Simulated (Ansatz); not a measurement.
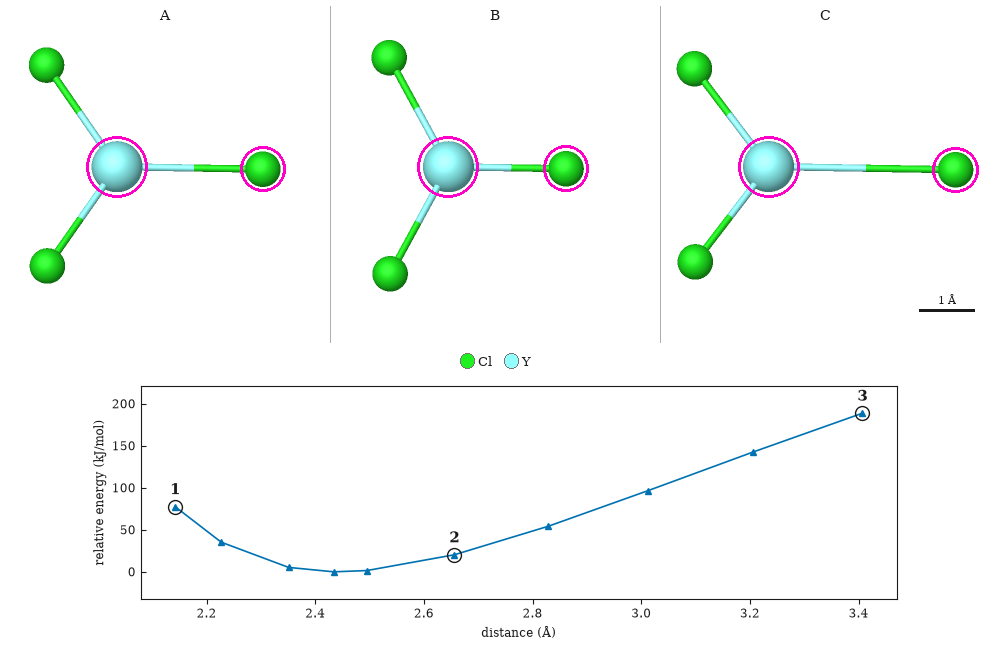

Energy scan for YCl$_{3}$, in which one Cl–Y bond length is varied, with all other coordinates relaxed. The frames are shuffled; the numbered points of the plot belong to them. The picture is a ball-and-stick view, seen at a tilt. The ringed atoms are those of the scanned coordinate.

Level of theory: r2SCAN-D4 (def2-TZVPP, Ansatz), on geometries relaxed under the constraint at PBE0-D4/def2-TZVP. Elements past krypton carry the basis set's effective core potentials. Energies are counted from the PBE0-D4/def2-TZVP minimum geometry at the same level.

Question: Match the frames to the points.

Answer: Point 1 is frame B (the distance 2.142 Å, 77.6 kJ/mol); 2 is frame A (the distance 2.656 Å, 20.3 kJ/mol); 3 is frame C (the distance 3.407 Å, 188.8 kJ/mol). Of the computed points the lowest is at the distance 2.434 Å, 0.0 kJ/mol. At the ends of the scan the energy is 77.6 kJ/mol (2.142 Å) and 188.8 kJ/mol (3.407 Å). The curvature at the lowest point is about 13 eV/Å² (2.1 mdyn/Å). The well is steeper on the short side, as for any bond.
